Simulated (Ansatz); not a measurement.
Starting cell, GaN (wurtzite):

```xyz
4
Lattice="3.2184 0.0000 0.0000 -1.6092 2.7872 0.0000 0.0000 0.0000 5.2432" Properties=species:S:1:pos:R:3 pbc="T T T"
Ga     1.6092     0.9291     0.0051
Ga     0.0000     1.8581     2.6267
N      1.6092     0.9291     3.2730
N      0.0000     1.8581     0.6514
```

Scan: atom 2 (Ga, nearest neighbour N at 1.967 Å; its periodic images, 3.2 Å or more away, move with it) is displaced along Cartesian [110], direction (0.707, 0.707, 0.000) in Cartesian axes, by s. The other atoms stay.

All values below come from PBE (plane waves to 420 eV, PAW, scalar-relativistic; Ansatz, a quantum-chemistry and plane-wave program). k mesh 10×10×5 (Γ-centred), Fermi-Dirac smearing 0.05 eV. Energies are smeared free energies. GaN was relaxed with its symmetry unable to fall. The zero of ΔE is the undisplaced structure.

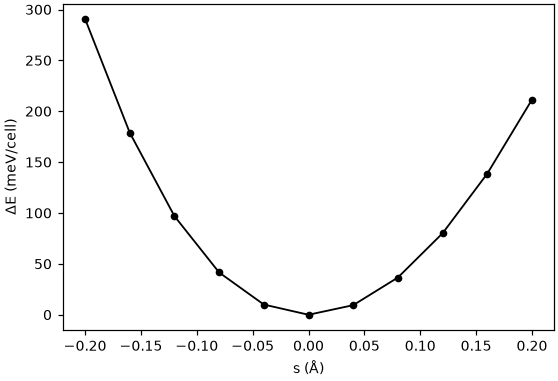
ΔE (meV/cell) against s (Å); one marker a computed point.

### Question
Is the energy the same for displacements of ±0.200 Å, and if not, which side lies higher?

### Answer
Not even: the negative side lies higher at ±0.200 Å.

### Question
What is the energy change at s = 0.200 Å?

### Answer
About 210 meV/cell.

(For displaced atoms, the force is minus the slope of the energy, and its curvature is a force constant, which sets phonon frequencies.)
